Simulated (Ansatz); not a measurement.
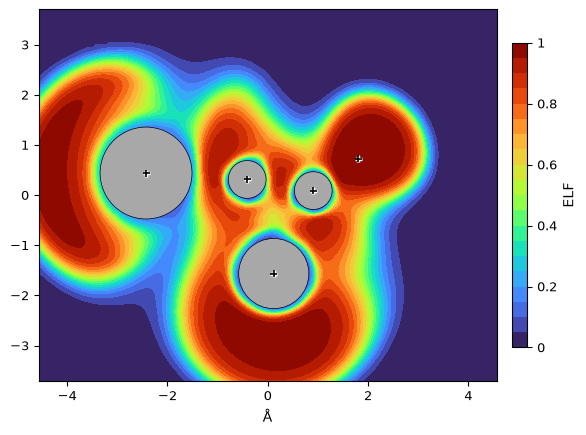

The ELF on a plane through atoms (crosses mark nuclei in the plane; grey discs cover the cores).

All numbers below come from Ansatz, isolated molecule in a Gaussian basis; Kohn-Sham density functional theory, functional PBE0.

Candidates:
A. C₄H₆GeS₂ (SMILES [SH][GeH2][c]1cccs1)
B. C₂HGaSi (SMILES [Ga][C]1=[Si]=C1)
C. C₂HGeO (SMILES O=[C][CH]=[Ge]) (doublet)

Question: Which candidate gave the map?

Answer: Candidate B: C₂HGaSi on the molecular plane, which holds C, Ga, Si and H. C–C (1.34 Å): the ELF peaks at about 0.90 between the atoms; a short, multiple covalent bond. C–Si (1.83 Å): the ELF peaks at about 0.80 between the atoms (a shared electron pair).
